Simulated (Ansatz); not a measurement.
**F2H2W···HF: density, localisation and related maps**

Input file:

```
crystal:
  periodic: [false, false, false]
  atoms:
    - { symbol: W, position_ang: [-0.728203, 0.340266, -0.215797] }
    - { symbol: H, position_ang: [1.728459, -0.719064, 0.963238] }
    - { symbol: F, position_ang: [2.069749, 0.122727, 0.988634] }
    - { symbol: F, position_ang: [-0.008807, 1.974134, 0.22021] }
    - { symbol: F, position_ang: [-2.26344, -0.43383, -0.858827] }
    - { symbol: H, position_ang: [-0.389731, -0.730503, 1.03156] }
    - { symbol: H, position_ang: [0.401473, -0.42373, -1.189419] }
basis:
  gaussian: { orbitals: def2-SVP }
hamiltonian:
  xc: hf
relax:
  f_tol: 0.03
  max_steps: 50
output:
  orbitals: {}
```

Launched as:

```sh
ansatz run input.yaml --threads 2 --pin off --max-ram 3072MiB --backend cpu --events-out ev --progress --plain --runs-dir out
```

The fields are those of the run's last geometry, not of the input's.

Core potentials replace the inner electrons of W.

Level of theory: RHF/def2-SVP (Ansatz 0.2.0).

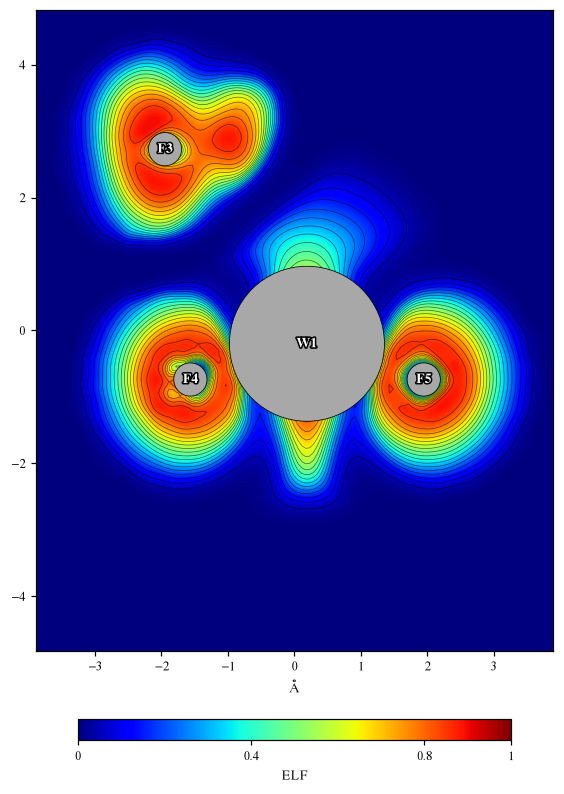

Figure 1. ELF on the plane of atoms F4, W1 and F5. Grey discs cover the atomic cores.

Question: What do the fields say about this system?

Answer: The section cuts through W and F sites.
W–F (1.84 Å): the ELF peaks at about 0.85 in the valence shell of F, 0.5 Å from its nucleus, and drops to about 0.25 between the two atoms.
The ELF also peaks beside F3, away from the bonds: lone-pair regions.

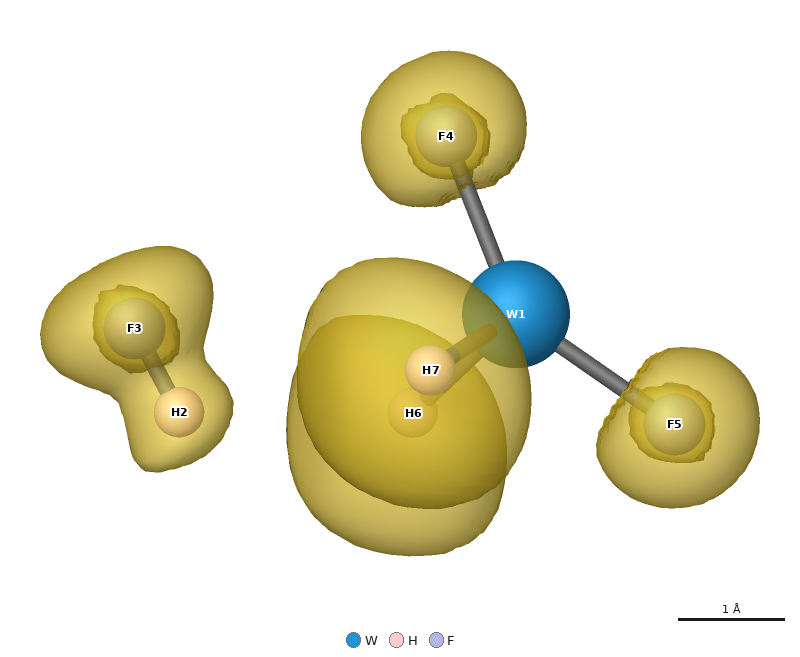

Figure 2. Isosurface of the electron localisation function at 0.75 (yellow), seen across its widest extent. Core shells and regions of very low density are left out.

Question: Where are the electrons localised?

Answer: The surface consists of two regions around hydrogen nuclei, two regions wrapped around F (the valence shell of each) and one joined region spread over several atoms (F, H), in which their bonds and any lone pairs are merged. Profiles from the grid: W1···H2 (3.34 Å): the ELF dips to about 0 between them (a weak contact between the two molecules).

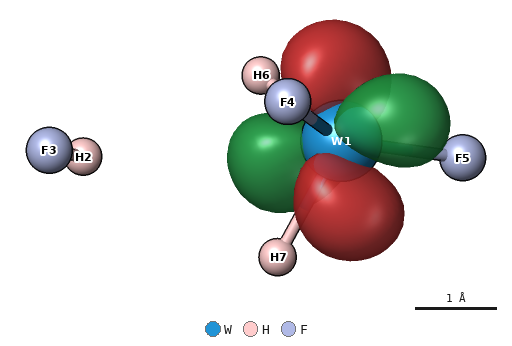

Figure 3. The HOMO at ±0.2 Å⁻³ᐟ² (green and red are the two phases), seen from one side.

Question: Where does this orbital lie, and at what energy?

Answer: Its weight (Hirshfeld) is mainly on W1 (about 90 %). Its energy is −10.12 eV.

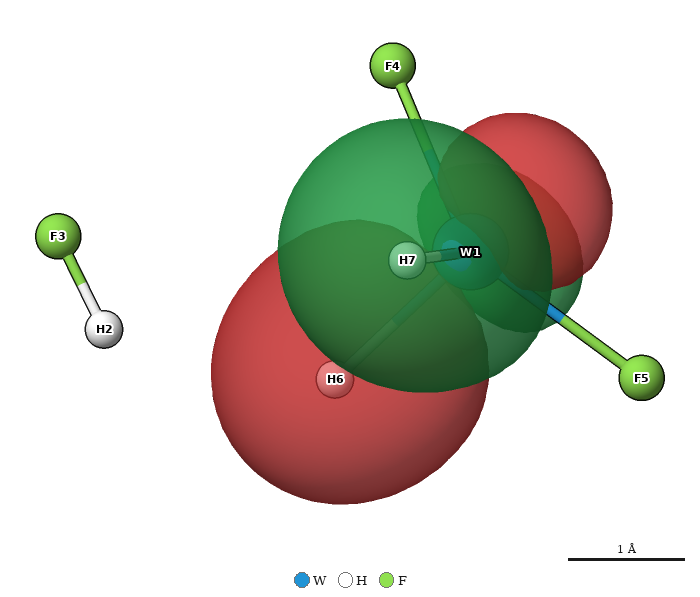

Figure 4. The HOMO−1 at ±0.1 Å⁻³ᐟ² (green and red are the two phases), seen at a tilt.

Question: Where does this orbital lie, and at what energy?

Answer: Its weight (Hirshfeld) is mainly on W1 (about 50 %), H7 (about 30 %) and H6 (about 25 %). Its energy is −13.03 eV.
